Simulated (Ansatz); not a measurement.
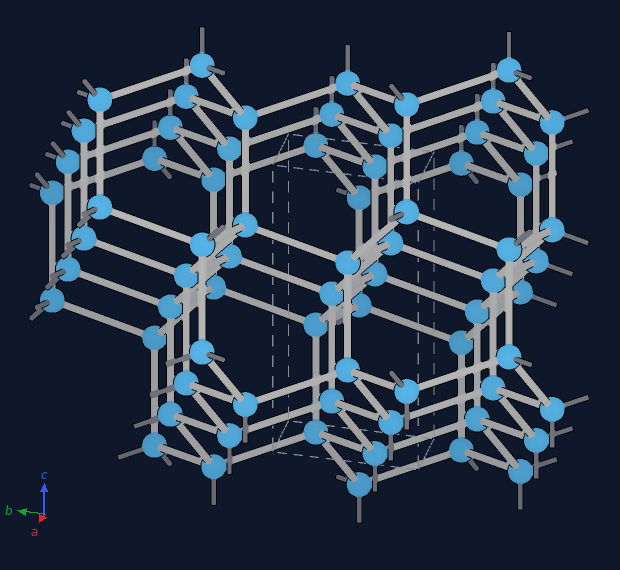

The picture shows a finite piece of the underlying net of a crystal structure, nodes on the atoms' positions. Nodes are coloured by topological kind. Edges to nodes outside the piece are drawn as stubs.

**Describe the net.**

A uninodal 4-connected, three-periodic net. It is the lon net, known from lonsdaleite, wurtzite and tridymite.

**Give point symbol and coordination sequence.**

6^6, sequence 4, 12, 25, 44, 67, 96.

Origin of the net. EuSb (space group P6_3mc, No. 186). Coordinates: the input geometry of an electronic-structure calculation (not necessarily at equilibrium); the starting structure was generated, so it need not be a known form of this composition. Bonds are taken as Eu–Sb below 3.7 Å; no other contact counts. Atoms with one bond or none are removed and atoms with two bonds are replaced by edges, until no such atom is left. Eu and Sb are 4-connected nodes.
